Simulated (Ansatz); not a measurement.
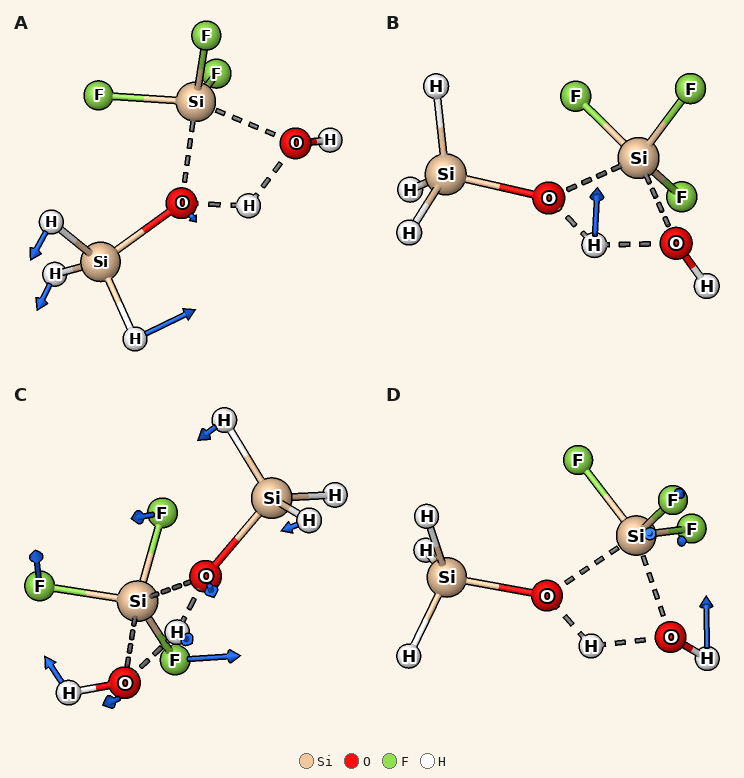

4 normal modes of one molecule or complex, as arrows. Broken sticks mark bonds that form or break. Harmonic vibrations computed with RKS PBE0-D4/def2-TZVP (Ansatz 0.2.0) at a stationary point of the same level. It is a saddle point of order 1.

Match the panels to the wavenumbers 202 cm⁻¹, 752 cm⁻¹, 994 cm⁻¹, 2160 cm⁻¹.

Answer. A: 752 cm⁻¹
B: 2160 cm⁻¹
C: 202 cm⁻¹
D: 994 cm⁻¹
